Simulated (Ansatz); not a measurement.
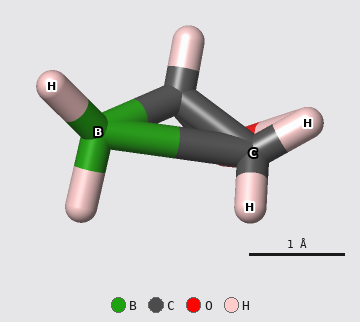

The input geometry (stick view, seen at a tilt).

## Run report: C2H5BO, single-point calculation

- system: C2H5BO
- method: RKS HSE06-d3bj/6-31G (Ansatz 0.2.0)

Some settings of this run were made unusual or wrong on purpose. The geometry comes from this level: PBE0-D4/def2-TZVP.

### Output
```
Functional definition: HSE06
  name "HSE06"
  cite "Heyd, Scuseria & Ernzerhof, J. Chem. Phys. 118, 8207 (2003) doi:10.1063/1.1564060"
  cite "Krukau, Vydrov, Izmaylov & Scuseria, J. Chem. Phys. 125, 224106 (2006) doi:10.1063/1.2404663"
  cite "Heyd & Scuseria, J. Chem. Phys. 120, 7274 (2004) doi:10.1063/1.1668634"
  cite "Ernzerhof & Perdew, J. Chem. Phys. 109, 3313 (1998) doi:10.1063/1.476928"
  cite "Perdew, Burke & Ernzerhof, Phys. Rev. Lett. 77, 3865 (1996) doi:10.1103/PhysRevLett.77.3865"
  parent pbe
  parameter a = 0.25
  parameter omega = 0.11/bohr
  # The whole range is PBE's own exchange, as in plane waves. The composition of these papers is wPBEh.
  exchange = pbe_x - a*pbe_x_sr(omega) + a*exact_x_sr(omega)
  correlation = pbe_c
466 factors; integrals over basis functions are off by at most 1.1e-3 eV
466 factors; integrals over basis functions are off by at most 1.8e-7 eV
mean field evaluation 1: about -4773.3468 eV, gradient 7.4e1 eV
mean field evaluation 2: about -4772.9377 eV, gradient 8.1e1 eV
mean field evaluation 4: about -4785.3885 eV, gradient 2.6e0 eV
mean field evaluation 8: about -4785.3973 eV, gradient 7.6e-3 eV
mean field -4785.39732759 eV, -175.8601081301 hartree, gradient 5.4e-5 eV, S^2 0.000000; 0 other end points of the search recorded, 0 dependent functions left out
the calculation of the forces begins
reference -4785.39734908 eV, -175.8601089200 hartree; 15, 15 occupied and 31, 31 virtual orbitals, 466 factors
Total energy: -4785.48125466 eV, -175.8631923932 hartree
Atom 0 at    -0.437305     0.694740    -0.425014 Å, force   -16.907038    18.241553    -6.376288 eV/Å
Atom 1 at     0.397279     0.127817    -0.117686 Å, force   -25.451190    32.037993   -30.269143 eV/Å
Atom 2 at     0.107242    -0.654891     0.429968 Å, force   -42.901028     4.162074    80.292090 eV/Å
Atom 3 at     0.475340    -0.844716    -0.330126 Å, force    55.389794   -79.503381  -121.848522 eV/Å
Atom 4 at    -1.068943     0.298870    -0.750004 Å, force   -20.694944   -12.198875   -11.044991 eV/Å
Atom 5 at    -0.476307     1.518385    -0.350391 Å, force    -1.778000    23.889409     2.488676 eV/Å
Atom 6 at     0.916845     0.380999     0.025469 Å, force    77.891471    41.134515    21.841614 eV/Å
Atom 7 at    -0.523139    -0.820075     0.523539 Å, force   -59.022544   -15.603315    12.516611 eV/Å
Atom 8 at     0.503585    -0.797110     0.933989 Å, force    33.473480   -12.159973    52.399951 eV/Å
Dipole moment:     0.126508    -0.093946     0.317104 e Å
```

The run was set up as follows.

### Input
```yaml
crystal:
  periodic: [false, false, false]
  atoms:
    - {symbol: B, position_ang: [-0.437305, 0.694740, -0.425014]}
    - {symbol: C, position_ang: [0.397279, 0.127817, -0.117686]}
    - {symbol: C, position_ang: [0.107242, -0.654891, 0.429968]}
    - {symbol: O, position_ang: [0.475340, -0.844716, -0.330126]}
    - {symbol: H, position_ang: [-1.068943, 0.298870, -0.750004]}
    - {symbol: H, position_ang: [-0.476307, 1.518385, -0.350391]}
    - {symbol: H, position_ang: [0.916845, 0.380999, 0.025469]}
    - {symbol: H, position_ang: [-0.523139, -0.820075, 0.523539]}
    - {symbol: H, position_ang: [0.503585, -0.797110, 0.933989]}
basis:
  gaussian: {orbitals: 6-31G, fitting: {mean_field: cc-pVTZ-jkfit}}
hamiltonian: {xc: {name: HSE06}, dispersion: d3bj}
output: {forces: true}
```

Launched with:
```bash
ansatz run in.yaml --threads 2 --pin off --events-out ev --progress --plain --max-ram 4352MiB
```

### Outcome

- outcome: converged
- total energy: −4785.4813 eV
- mean-field energy: −4785.3973 eV
- dispersion energy: −0.0839 eV
- SCF solution under orbital rotations: stable
- largest force (length of the vector): 155.679 eV/Å
- dipole moment: 1.70 D
- hardware: 2 threads of AMD EPYC, 15 GiB of memory available, shared host
- wall time: 0.65 s (CPU time 1.1 s)
- peak memory: 0.12 GiB

### Diagnosis

The input was spoiled on purpose: squeeze. The program still converged, but the numbers can't be taken as results for the intended system.
